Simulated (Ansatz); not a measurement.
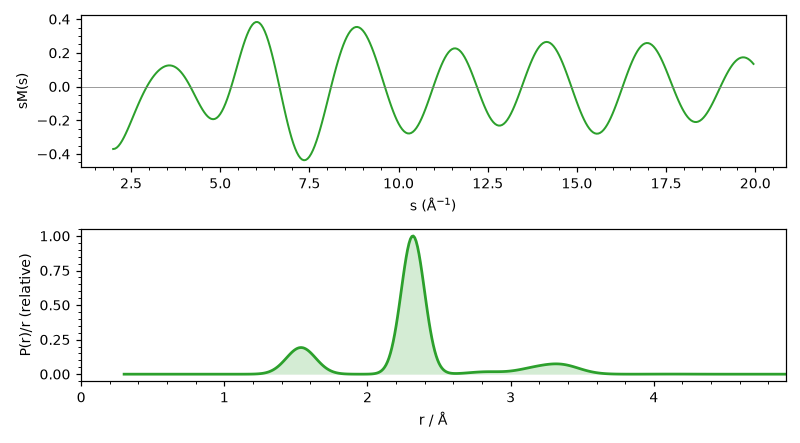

Simulated gas electron diffraction: reduced molecular intensity sM(s) from the Debye equation in the first Born approximation (top) and the radial distribution curve (bottom) of AsH4Si (charge -1, ignored in the scattering factors). Each pair of atoms contributes with weight ZᵢZⱼ/r; damping constant 0.002 Å²; vibrational amplitudes assumed, not computed: 0.05 Å for bonds, 0.078 Å for bonds to H, 0.06 + 0.015 r up to 0.15 Å for other pairs. The geometry is the end point of an optimisation (RKS BLYP-D4/def2-TZVP in Ansatz); it may be a saddle point or a higher isomer.

**Which pairs of atoms lie under the first 3 clear peaks? Mark bonded pairs by – and others by ···.**

Peak 1, 1.54 Å: Si–H 1.51–1.52 Å (×3), As–H 1.56 Å
Peak 2, 2.32 Å: As–Si 2.32 Å
Peak 3, 3.32 Å: As···H 3.15–3.36 Å (×3), not resolved; in its flanks Si···H 2.83 Å
